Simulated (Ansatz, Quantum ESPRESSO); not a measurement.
# Sn chain with one atom pushed 1.0 Å aside at constant bond length: ballistic transmission, part 2 of 4

How well does the junction conduct in the ballistic limit? It is: Sn chain with one atom pushed 1.0 Å aside at constant bond length.

Quantum ESPRESSO 7.5; plane-wave DFT, LDA, GBRV ultrasoft pseudopotentials; cross-check by Ansatz 0.2.0 with PAW datasets.

So far. Step 2 (Self-consistent run): The run needed 20 iterations to bring the estimated error under 1e-07 Ry; the largest force on any atom, held or free, is 0.14 eV/Å.

## Step 3: The open system

Level of this step: transmission by pwcond, lead and junction from one cell; plane-wave DFT, LDA, GBRV ultrasoft pseudopotentials (Quantum ESPRESSO).

prefixt takes both regions from one run: the lead from 0 to bdl, the scattering region from bdl to bds (units of alat). ikind = 1 puts the same lead on both sides. The program's T_tot counts both spins in a run without spin; the tables below give T per spin.

The input, cond.in:

```
&inputcond
  outdir = './out'
  prefixt = 'scf'
  tran_file = 'cond.dat'
  bdl = 0.7333333333
  bds = 3.9831300507
  ikind = 1
  ewind = 4.0
  epsproj = 1e-05
  nz1 = 7
  energy0 = 2.0
  denergy = -0.1
/
1
  0.00000000 0.00000000 1.00000000
41
```

Started as:

```console
$ OMP_NUM_THREADS=1 mpirun -n 4 pwcond.x -in cond.in > cond.out
```

What it wrote:

```text
[banner, memory and clock lines left out]
Program PWCOND v.7.5 starts

          URL

     ./out/scf.save/

     IMPORTANT: XC functional enforced from input :
     Exchange-correlation= PZ
                           (   1   1   0   0   0   0   0)
     Any further DFT definition will be discarded
     Please, verify this is what you really want

     negative rho (up, down):  5.986E-06 0.000E+00
     Reading collected, re-writing distributed wavefunctions

===== INPUT FILE containing all the regions =====

     GEOMETRY:

     lattice parameter (alat)  =      14.1729  a.u.
     the volume                =   11339.7865 (a.u.)^3
     the cross section         =     200.8724 (a.u.)^2
     l of the unit cell        =       3.9831 (alat)
     number of atoms/cell      =           11
     number of atomic types    =            1

     crystal axes: (cart. coord. in units of alat)
               a(1) = (  1.0000  0.0000  0.0000 )
               a(2) = (  0.0000  1.0000  0.0000 )
               a(3) = (  0.0000  0.0000  3.9831 )

   Cartesian axes

     site n.     atom                  positions (alat units)
          1        Sn     tau(  1)=(  0.5000  0.5000  3.9831  )
          2        Sn     tau(  2)=(  0.5000  0.5000  0.3667  )
          3        Sn     tau(  3)=(  0.5000  0.5000  0.7333  )
          4        Sn     tau(  4)=(  0.5000  0.5000  1.1000  )
          5        Sn     tau(  5)=(  0.5000  0.5000  1.4667  )
          6        Sn     tau(  6)=(  0.6333  0.5000  1.8082  )
          7        Sn     tau(  7)=(  0.5000  0.5000  2.1498  )
          8        Sn     tau(  8)=(  0.5000  0.5000  2.5165  )
          9        Sn     tau(  9)=(  0.5000  0.5000  2.8831  )
         10        Sn     tau( 10)=(  0.5000  0.5000  3.2498  )
         11        Sn     tau( 11)=(  0.5000  0.5000  3.6165  )

     nr1s                      =           54
     nr2s                      =           54
     nr3s                      =          216
     nr1sx                     =           54
     nr2sx                     =           54
     nr3sx                     =          216
     nr1                       =           60
     nr2                       =           60
     nr3                       =          240
     nr1x                      =           60
     nr2x                      =           60
     nr3x                      =          240

 _______________________________
  Radii of nonlocal spheres:

     type       ibeta     ang. mom.          radius (alat units)
       Sn         1         0                    0.1513
       Sn         2         0                    0.1513
       Sn         3         1                    0.1513
       Sn         4         1                    0.1513
       Sn         5         2                    0.1513
       Sn         6         2                    0.1513
----- General information -----

--- T calc. with identical leads (ikind=1) ---

     nrx                       =           54
     nry                       =           54
     nz1                       =            7

     energy0               =         2.0E+00
     denergy               =        -1.0E-01
     nenergy               =         41
     ecut2d                =         3.4E+01
     ewind                 =         4.0E+00
     epsproj               =         1.0E-05

     number of k_|| points=    1
                       cryst. coord.
        k(    1) = (   0.0000000   0.0000000), wk =   1.0000000
----- Information about left/right lead -----

     nocros                   =           18
     noins                    =           18
     norb                     =           54
     norbf                    =          180
     nrz                      =           40

      iorb      type   ibeta   ang. mom.   m       position (alat)
        1        1       1        0        1   taunew(   1)=(  0.5000  0.5000  0.0000)
        2        1       2        0        1   taunew(   2)=(  0.5000  0.5000  0.0000)
        3        1       3        1        1   taunew(   3)=(  0.5000  0.5000  0.0000)
        4        1       3        1        2   taunew(   4)=(  0.5000  0.5000  0.0000)
        5        1       3        1        3   taunew(   5)=(  0.5000  0.5000  0.0000)
        6        1       4        1        1   taunew(   6)=(  0.5000  0.5000  0.0000)
        7        1       4        1        2   taunew(   7)=(  0.5000  0.5000  0.0000)
        8        1       4        1        3   taunew(   8)=(  0.5000  0.5000  0.0000)
        9        1       5        2        1   taunew(   9)=(  0.5000  0.5000  0.0000)
       10        1       5        2        2   taunew(  10)=(  0.5000  0.5000  0.0000)
       11        1       5        2        3   taunew(  11)=(  0.5000  0.5000  0.0000)
       12        1       5        2        4   taunew(  12)=(  0.5000  0.5000  0.0000)
       13        1       5        2        5   taunew(  13)=(  0.5000  0.5000  0.0000)
       14        1       6        2        1   taunew(  14)=(  0.5000  0.5000  0.0000)
       15        1       6        2        2   taunew(  15)=(  0.5000  0.5000  0.0000)
       16        1       6        2        3   taunew(  16)=(  0.5000  0.5000  0.0000)
       17        1       6        2        4   taunew(  17)=(  0.5000  0.5000  0.0000)
       18        1       6        2        5   taunew(  18)=(  0.5000  0.5000  0.0000)
       19        1       1        0        1   taunew(  19)=(  0.5000  0.5000  0.3667)
       20        1       2        0        1   taunew(  20)=(  0.5000  0.5000  0.3667)
       21        1       3        1        1   taunew(  21)=(  0.5000  0.5000  0.3667)
       22        1       3        1        2   taunew(  22)=(  0.5000  0.5000  0.3667)
       23        1       3        1        3   taunew(  23)=(  0.5000  0.5000  0.3667)
       24        1       4        1        1   taunew(  24)=(  0.5000  0.5000  0.3667)
       25        1       4        1        2   taunew(  25)=(  0.5000  0.5000  0.3667)
       26        1       4        1        3   taunew(  26)=(  0.5000  0.5000  0.3667)
       27        1       5        2        1   taunew(  27)=(  0.5000  0.5000  0.3667)
       28        1       5        2        2   taunew(  28)=(  0.5000  0.5000  0.3667)
       29        1       5        2        3   taunew(  29)=(  0.5000  0.5000  0.3667)
       30        1       5        2        4   taunew(  30)=(  0.5000  0.5000  0.3667)
       31        1       5        2        5   taunew(  31)=(  0.5000  0.5000  0.3667)
       32        1       6        2        1   taunew(  32)=(  0.5000  0.5000  0.3667)
       33        1       6        2        2   taunew(  33)=(  0.5000  0.5000  0.3667)
[...]
168        1       4        1        1   taunew( 168)=(  0.5000  0.5000  3.2498)
      169        1       4        1        2   taunew( 169)=(  0.5000  0.5000  3.2498)
      170        1       4        1        3   taunew( 170)=(  0.5000  0.5000  3.2498)
      171        1       5        2        1   taunew( 171)=(  0.5000  0.5000  3.2498)
      172        1       5        2        2   taunew( 172)=(  0.5000  0.5000  3.2498)
      173        1       5        2        3   taunew( 173)=(  0.5000  0.5000  3.2498)
      174        1       5        2        4   taunew( 174)=(  0.5000  0.5000  3.2498)
      175        1       5        2        5   taunew( 175)=(  0.5000  0.5000  3.2498)
      176        1       6        2        1   taunew( 176)=(  0.5000  0.5000  3.2498)
      177        1       6        2        2   taunew( 177)=(  0.5000  0.5000  3.2498)
      178        1       6        2        3   taunew( 178)=(  0.5000  0.5000  3.2498)
      179        1       6        2        4   taunew( 179)=(  0.5000  0.5000  3.2498)
      180        1       6        2        5   taunew( 180)=(  0.5000  0.5000  3.2498)
 ngper, shell number =          545          70
 ngper, n2d =          545         173
---  E-Ef =    2.0000000  k =    0.0000000   0.0000000
---  ie =          1  ik =          1
 Nchannels of the left tip =            3
 Right moving states:
   k1(2pi/a)   k2(2pi/a)   E-Ef (eV)
  -0.2546580   0.0000160   2.0000000
  -0.2557566   0.0000145   2.0000000
   0.3732325   0.0000142   2.0000000
 Left moving states:
   k1(2pi/a)   k2(2pi/a)   E-Ef (eV)
   0.2546580   0.0000160   2.0000000
   0.2557566   0.0000145   2.0000000
  -0.3732325   0.0000142   2.0000000

 to transmit
 Band j to band i transmissions and reflections:
    j         i     |T_ij|^2    |R_ij|^2

    1 -->     1     0.32481     0.30016
    1 -->     2     0.00000     0.00000
    1 -->     3     0.31541     0.05963
   Total T_j, R_j =    0.64022  0.35978

    2 -->     1     0.00000     0.00000
    2 -->     2     0.99677     0.00323
    2 -->     3     0.00000     0.00000
   Total T_j, R_j =    0.99677  0.00323

    3 -->     1     0.31527     0.05963
    3 -->     2     0.00000     0.00000
    3 -->     3     0.59392     0.03119
   Total T_j, R_j =    0.90919  0.09081

E-Ef(ev), T(x2 spins) =    2.0000000   5.0923389
---  E-Ef =    1.9000000  k =    0.0000000   0.0000000
---  ie =          2  ik =          1
 Nchannels of the left tip =            3
 Right moving states:
   k1(2pi/a)   k2(2pi/a)   E-Ef (eV)
  -0.2702101   0.0000162   1.9000000
  -0.2713053   0.0000146   1.9000000
   0.3666368   0.0000142   1.9000000
 Left moving states:
   k1(2pi/a)   k2(2pi/a)   E-Ef (eV)
   0.2702101   0.0000162   1.9000000
   0.2713053   0.0000146   1.9000000
  -0.3666368   0.0000142   1.9000000

 to transmit
 Band j to band i transmissions and reflections:
    j         i     |T_ij|^2    |R_ij|^2

    1 -->     1     0.33949     0.25718
    1 -->     2     0.00000     0.00000
    1 -->     3     0.35395     0.04938
   Total T_j, R_j =    0.69344  0.30656

    2 -->     1     0.00000     0.00000
    2 -->     2     0.99730     0.00270
    2 -->     3     0.00000     0.00000
   Total T_j, R_j =    0.99730  0.00270

    3 -->     1     0.35407     0.04939
    3 -->     2     0.00000     0.00000
    3 -->     3     0.56284     0.03371
   Total T_j, R_j =    0.91690  0.08310

E-Ef(ev), T(x2 spins) =    1.9000000   5.2152884
---  E-Ef =    1.8000000  k =    0.0000000   0.0000000
---  ie =          3  ik =          1
 Nchannels of the left tip =            3
 Right moving states:
   k1(2pi/a)   k2(2pi/a)   E-Ef (eV)
  -0.2857764   0.0000163   1.8000000
  -0.2868716   0.0000148   1.8000000
   0.3600179   0.0000142   1.8000000
 Left moving states:
   k1(2pi/a)   k2(2pi/a)   E-Ef (eV)
   0.2857764   0.0000163   1.8000000
   0.2868716   0.0000148   1.8000000
  -0.3600180   0.0000142   1.8000000

 to transmit
 Band j to band i transmissions and reflections:
    j         i     |T_ij|^2    |R_ij|^2

    1 -->     1     0.34888     0.21940
    1 -->     2     0.00000     0.00000
    1 -->     3     0.39203     0.03969
   Total T_j, R_j =    0.74092  0.25908

    2 -->     1     0.00000     0.00000
    2 -->     2     0.99780     0.00219
    2 -->     3     0.00000     0.00000
   Total T_j, R_j =    0.99781  0.00219

    3 -->     1     0.39265     0.03969
    3 -->     2     0.00000     0.00000
    3 -->     3     0.53153     0.03613
   Total T_j, R_j =    0.92418  0.07582

E-Ef(ev), T(x2 spins) =    1.8000000   5.3258121
[... further energies and points left out ...]
---  E-Ef =   -1.8000000  k =    0.0000000   0.0000000
---  ie =         39  ik =          1
 Nchannels of the left tip =            1
 Right moving states:
   k1(2pi/a)   k2(2pi/a)   E-Ef (eV)
   0.0971436   0.0000144  -1.8000000
 Left moving states:
   k1(2pi/a)   k2(2pi/a)   E-Ef (eV)
  -0.0971436   0.0000144  -1.8000000

 to transmit
 Band j to band i transmissions and reflections:
    j         i     |T_ij|^2    |R_ij|^2

    1 -->     1     0.86112     0.13888
   Total T_j, R_j =    0.86112  0.13888

E-Ef(ev), T(x2 spins) =   -1.8000000   1.7222313
---  E-Ef =   -1.9000000  k =    0.0000000   0.0000000
---  ie =         40  ik =          1
 Nchannels of the left tip =            1
 Right moving states:
   k1(2pi/a)   k2(2pi/a)   E-Ef (eV)
   0.0886405   0.0000144  -1.9000000
 Left moving states:
   k1(2pi/a)   k2(2pi/a)   E-Ef (eV)
  -0.0886405   0.0000144  -1.9000000

 to transmit
 Band j to band i transmissions and reflections:
    j         i     |T_ij|^2    |R_ij|^2

    1 -->     1     0.87617     0.12383
   Total T_j, R_j =    0.87617  0.12383

E-Ef(ev), T(x2 spins) =   -1.9000000   1.7523480
---  E-Ef =   -2.0000000  k =    0.0000000   0.0000000
---  ie =         41  ik =          1
 Nchannels of the left tip =            1
 Right moving states:
   k1(2pi/a)   k2(2pi/a)   E-Ef (eV)
   0.0799728   0.0000144  -2.0000000
 Left moving states:
   k1(2pi/a)   k2(2pi/a)   E-Ef (eV)
  -0.0799728   0.0000144  -2.0000000

 to transmit
 Band j to band i transmissions and reflections:
    j         i     |T_ij|^2    |R_ij|^2

    1 -->     1     0.88822     0.11178
   Total T_j, R_j =    0.88822  0.11178

E-Ef(ev), T(x2 spins) =   -2.0000000   1.7764389
   T_tot     2.00000      0.50923E+01
   T_tot     1.90000      0.52153E+01
   T_tot     1.80000      0.53258E+01
   T_tot     1.70000      0.54232E+01
   T_tot     1.60000      0.55068E+01
   T_tot     1.50000      0.55652E+01
   T_tot     1.40000      0.56475E+01
   T_tot     1.30000      0.56939E+01
   T_tot     1.20000      0.57322E+01
   T_tot     1.10000      0.57620E+01
   T_tot     1.00000      0.57837E+01
   T_tot     0.90000      0.57977E+01
   T_tot     0.80000      0.58038E+01
   T_tot     0.70000      0.58017E+01
   T_tot     0.60000      0.57855E+01
   T_tot     0.50000      0.57895E+01
   T_tot     0.40000      0.57666E+01
   T_tot     0.30000      0.57390E+01
   T_tot     0.20000      0.57066E+01
   T_tot     0.10000      0.56691E+01
   T_tot    -0.00000      0.56255E+01
   T_tot    -0.10000      0.55731E+01
   T_tot    -0.20000      0.55065E+01
   T_tot    -0.30000      0.54166E+01
   T_tot    -0.40000      0.52929E+01
   T_tot    -0.50000      0.51286E+01
   T_tot    -0.60000      0.49156E+01
   T_tot    -0.70000      0.45640E+01
   T_tot    -0.80000      0.29492E+01
   T_tot    -0.90000      0.83145E+00
   T_tot    -1.00000      0.10371E+01
   T_tot    -1.10000      0.12018E+01
   T_tot    -1.20000      0.13321E+01
   T_tot    -1.30000      0.14356E+01
   T_tot    -1.40000      0.15185E+01
   T_tot    -1.50000      0.15856E+01
   T_tot    -1.60000      0.16404E+01
   T_tot    -1.70000      0.16853E+01
   T_tot    -1.80000      0.17222E+01
   T_tot    -1.90000      0.17523E+01
   T_tot    -2.00000      0.17764E+01

Note: The following floating-point exceptions are signalling: IEEE_UNDERFLOW_FLAG
Note: The following floating-point exceptions are signalling: IEEE_UNDERFLOW_FLAG
Note: The following floating-point exceptions are signalling: IEEE_UNDERFLOW_FLAG
Note: The following floating-point exceptions are signalling: IEEE_UNDERFLOW_FLAG
```

It took 3.4 min on 4 MPI ranks of Arm Neoverse V2, shared host; peak memory 0.5 GiB; 14 min of CPU time.

Numbers from this step:

```
lead channels at the Fermi level, one spin : 3
transmission at the Fermi level, one spin  : 2.813
conductance                                : 2.813 G₀
```

Per spin. The open channels by energy, zero at the Fermi level:

| energy (eV) | open channels |
| --- | --- |
| -2.00 | 1 |
| -1.80 | 1 |
| -1.50 | 1 |
| -1.30 | 1 |
| -1.10 | 1 |
| -0.80 | 3 |
| -0.60 | 3 |
| -0.40 | 3 |
| -0.10 | 3 |
| 0.00 | 3 |
| 0.10 | 3 |
| 0.40 | 3 |
| 0.60 | 3 |
| 0.80 | 3 |
| 1.10 | 3 |
| 1.30 | 3 |
| 1.50 | 3 |
| 1.80 | 3 |
| 2.00 | 3 |

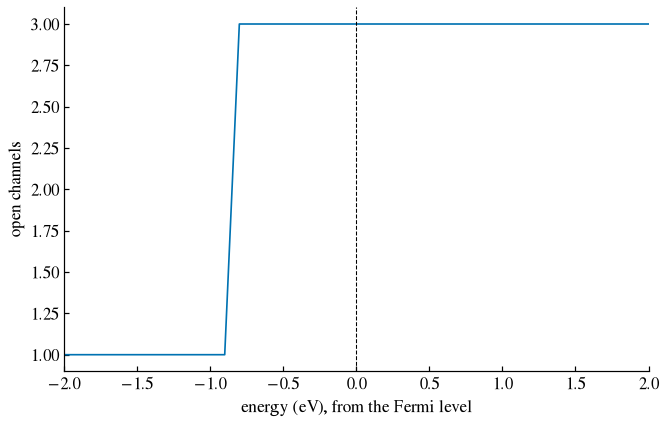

Open channels, plotted against energy.

Per spin. Transmission against energy, zero at the Fermi level:

| energy (eV) | transmission |
| --- | --- |
| -2.00 | 0.888 |
| -1.80 | 0.861 |
| -1.50 | 0.793 |
| -1.30 | 0.718 |
| -1.10 | 0.601 |
| -0.80 | 1.47 |
| -0.60 | 2.46 |
| -0.40 | 2.65 |
| -0.10 | 2.79 |
| 0.00 | 2.81 |
| 0.10 | 2.83 |
| 0.40 | 2.88 |
| 0.60 | 2.89 |
| 0.80 | 2.90 |
| 1.10 | 2.88 |
| 1.30 | 2.85 |
| 1.50 | 2.78 |
| 1.80 | 2.66 |
| 2.00 | 2.55 |

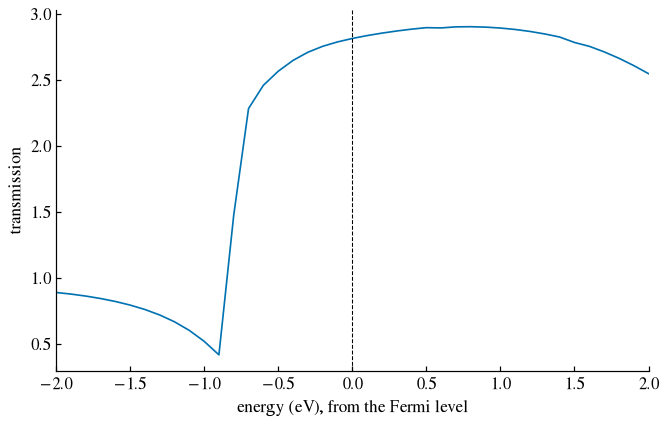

Transmission against energy.

The program's own clock; routines nest. Time by routine:

| routine | wall time (s) | calls |
| --- | --- | --- |
| PWCOND | 204.6 | 1 |
| scatter_forw | 165 | 82 |
| compbs | 25.67 | 41 |
| compbs_2 | 21.06 | 41 |
| local | 9.09 | 1 |
| init | 0.69 | 1 |
| poten | 0.09 | 1 |

At no point does T exceed the number of channels.

(Part 2 of 4 ends here.)

[Logs are printed without paths, hosts, clocks, repeated set-up lines and the standing remarks that a program may print on its own settings, such as how far it seeks lower states.]

[Hosts, paths, dates, database ids (printed as entryN), source tags and the programs' standing remarks are cut or masked in the printed files.]

[Maps of the electrostatic potential energy from Ansatz leave out the sawtooth potential of an applied field or a dipole correction, so their vacuum need not be flat; planar profiles and work functions include it.]
